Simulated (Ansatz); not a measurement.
Breaking the Al1–H2 bond in AlFH2 (SMILES [F][AlH2]) (multiplicity 1 held, fragments rigid). Energies count from the point at 1.570 Å.
Geometry at that point (charge 0, multiplicity 1):
```
atom    x (Å)    y (Å)    z (Å)
----  -------  -------  -------
Al    -0.2467  -0.4788   0.1584
H      0.4707  -1.3122   1.2788
H     -1.5894  -0.8593  -0.5605
F      0.4806   0.9329  -0.3086
```

Restricted levels (R-, RO-) in cc, def2 and unpolarised 6-31G sets keep to the state of the molecule at rest. U- levels take the lowest unrestricted solution at each point, which mixes spins at long bonds. Active spaces are followed from a long bond inwards. Curves can end on different states.

Frozen-core correlation.

Programs: Ansatz (Gaussian basis) for Hartree–Fock, density functionals and correlated methods. Each number belongs to the level named beside it.

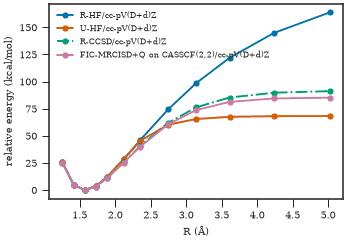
Figure. Relative energy along the coordinate

Question: Read off the U-HF/cc-pV(D+d)Z curve at R = 5.024.

Answer: about 68 kcal/mol

Doubts at one or more of the structures used: a restricted determinant that unrestricted orbitals would lower (R-HF/cc-pV(D+d)Z, R-CCSD/cc-pV(D+d)Z); a spin-contaminated determinant (U-HF/cc-pV(D+d)Z); other coupled-cluster roots lie near (R-CCSD/cc-pV(D+d)Z); T1 above 0.05 (R-CCSD/cc-pV(D+d)Z).

Ansatz is a quantum-chemistry and plane-wave program.
